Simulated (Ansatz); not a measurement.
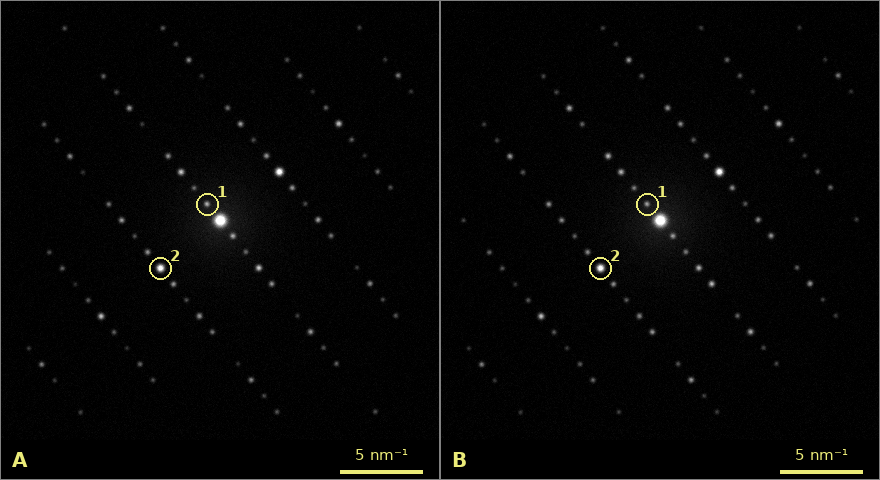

Kinematic electron diffraction patterns (200 kV, B = 0.5 Å², same scale) along [110] of the run's own cell, for the start and the end of one relaxation of SrAs2Pd4 with Ansatz 0.2.0, DFT, PAW plane waves, lda. k mesh 6×6×6. The start is a generated model structure, and the relaxation ends in the nearest stationary point of its symmetry, not necessarily the ground state. Spot 1 is 0 0 -1 and spot 2 is -1 1 0 in both.

Start structure:

```
CELL_PARAMETERS angstrom
2.13113 3.69123 0.00000
-2.13113 3.69123 0.00000
0.00000 -2.46082 7.92756
ATOMIC_POSITIONS crystal
Sr 0.00000 0.00000 0.00000
As 0.24740 0.24740 0.74220
As 0.75260 0.75260 0.25780
Pd 0.14340 0.14340 0.43020
Pd 0.85660 0.85660 0.56980
Pd 0.43850 0.43850 0.31550
Pd 0.56150 0.56150 0.68450
```

Which pattern belongs to the start structure, and which to the relaxed one?

Answer. A is the start: its cell gives d(1) = 7.928 Å, d(2) = 2.131 Å and an angle of 90.0°. The spot positions hardly differ, so the intensities decide: those computed from the start structure match A, and B is the relaxed structure.

Name reflections whose intensity changes strongly on relaxation.

Answer. 0 0 4 goes from 7 to 16 % of the strongest spot.

Summarise the relaxation behind the change.

Answer. The cell was held fixed; with the mean shift removed, the atoms moved by up to 0.12 Å relative to the cell (Pd most); the space group stayed R-3m (No. 166); the free energy fell by 10 meV an atom.
